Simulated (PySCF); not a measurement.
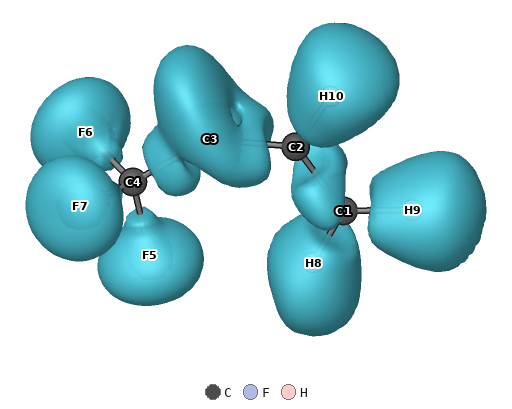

*C₄H₃F₃ (SMILES C=C[C]C(F)(F)F) (triplet). Isosurface of the electron localisation function at 0.75 (cyan), seen at a tilt. Core shells and regions of very low density are left out.*

Geometry: GFN2-xTB; ⟨S²⟩ = 2.05, above the pure value of 2.00.

Computed with PySCF, DFT single point, gas phase, functional PBE0.

```yaml
atoms:
  - { symbol: C, position_ang: [1.6116, -0.2810, 0.6092] }
  - { symbol: C, position_ang: [1.0288, 0.1203, -0.5773] }
  - { symbol: C, position_ang: [-0.2836, 0.2698, -0.8219] }
  - { symbol: C, position_ang: [-1.5802, 0.1451, -0.1809] }
  - { symbol: F, position_ang: [-1.4971, -0.2624, 1.1169] }
  - { symbol: F, position_ang: [-2.3834, -0.7484, -0.7889] }
  - { symbol: F, position_ang: [-2.2636, 1.3049, -0.1506] }
  - { symbol: H, position_ang: [1.0123, -0.5121, 1.4708] }
  - { symbol: H, position_ang: [2.6796, -0.3674, 0.6866] }
  - { symbol: H, position_ang: [1.6934, 0.3404, -1.4089] }
```

Question: Describe the localisation domains.

Answer: At this value the surface marks out one region between bonded C–C atoms (shared pairs), three regions around hydrogen nuclei, one region on C in which the atom's valence shell and bonds are merged and three regions on F in which the atom's valence shell and bonds are merged.

Values along the shortest contacts:
C–C (1.34 Å): the ELF peaks at about 0.95 between the atoms (a short, multiple covalent bond). C–F (1.35 Å): the ELF peaks at about 0.85 between the atoms; a polar covalent bond.
